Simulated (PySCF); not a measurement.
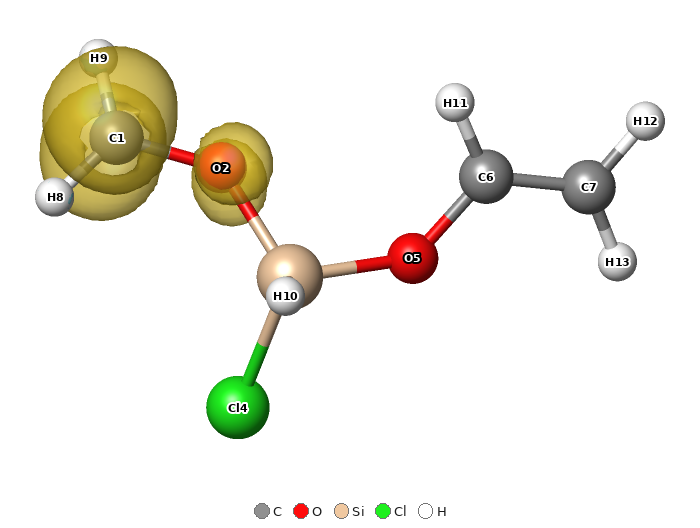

Figure. C₃H₆ClO₂Si (doublet). Isosurfaces of the spin density at +0.04 (yellow) and −0.04 e/Å³ (cyan), seen across its widest extent.

Geometry: GFN2-xTB.

These are results of UKS B3LYP, pcH-1 on C Cl H O Si, non-relativistic, mean-field spin-orbit, GIAO (PySCF), not measurements.

```xyz
13

C     2.7838    0.8917    0.2997
O     1.5152    0.4786    0.2016
Si    0.7476   -0.7602   -0.5226
Cl    1.4254   -2.5316    0.1031
O    -0.7822   -0.7177   -0.0191
C    -1.7221    0.2561    0.0448
C    -2.9794   -0.0082    0.3468
H     3.5803    0.2643   -0.0499
H     2.9516    1.7486    0.9213
H     0.8546   -0.6428   -1.9689
H    -1.3659    1.2582   -0.1570
H    -3.7082    0.7774    0.4044
H    -3.3052   -1.0138    0.5445
```

Q: Describe the spin distribution.

A: The unpaired spin (1 electron) lies mostly on C1 (about 0.7) and O2 (about 0.2), in electrons by Hirshfeld's partition.
